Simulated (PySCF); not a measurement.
```yaml
atoms:
  - { symbol: C, position_ang: [1.8290, -0.3880, -0.0966] }
  - { symbol: C, position_ang: [0.5902, -0.1570, -0.0350] }
  - { symbol: C, position_ang: [-0.7942, -0.6876, -0.0135] }
  - { symbol: C, position_ang: [-0.5837, 0.7947, 0.0666] }
  - { symbol: H, position_ang: [2.7868, 0.0652, -0.1033] }
  - { symbol: H, position_ang: [-1.1120, -1.2124, 0.8766] }
  - { symbol: H, position_ang: [-1.1820, -1.1052, -0.9321] }
  - { symbol: H, position_ang: [-0.7951, 1.4017, -0.8013] }
  - { symbol: H, position_ang: [-0.7256, 1.2946, 1.0134] }
```

Geometry: GFN2-xTB.

Theory: UKS B3LYP, pcH-1 on C H, non-relativistic, mean-field spin-orbit, GIAO (PySCF).

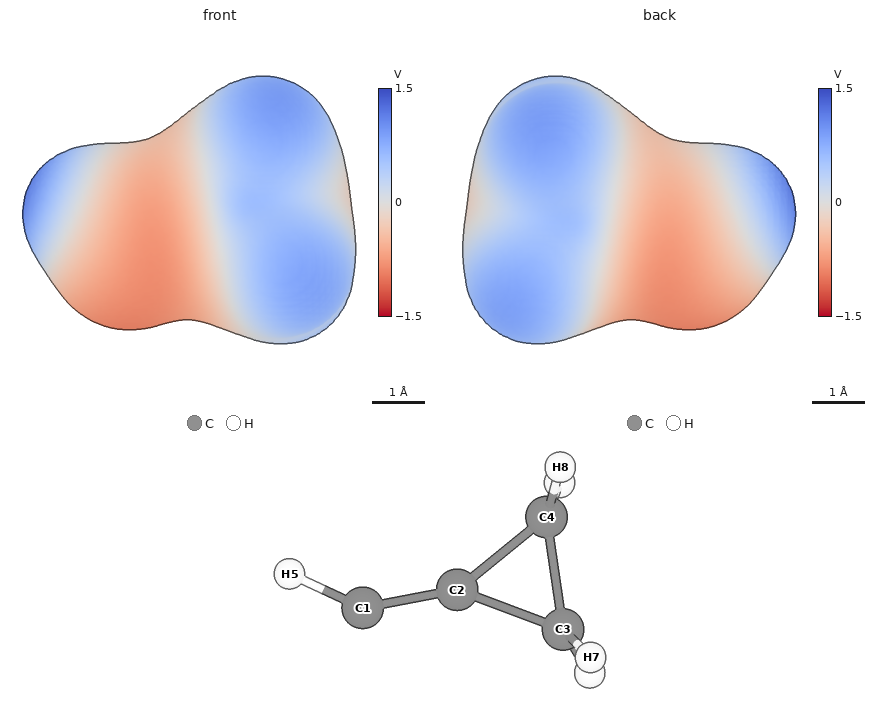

C4H5 (SMILES [CH]=C1CC1) (doublet). The electrostatic potential painted on the density surface at 0.002 e/bohr³, seen from the front and from behind; red is negative and blue positive. The bare structure is drawn below in the same view.

Which sites attract a positive test charge, and which a negative one?

A positive charge is drawn to the negative regions and a negative charge to the positive ones. The most negative region (about −0.9 V, or −21 kcal/mol for a unit charge) lies over C1, the most positive (about +1.1 V, or +25 kcal/mol for a unit charge) over H5.
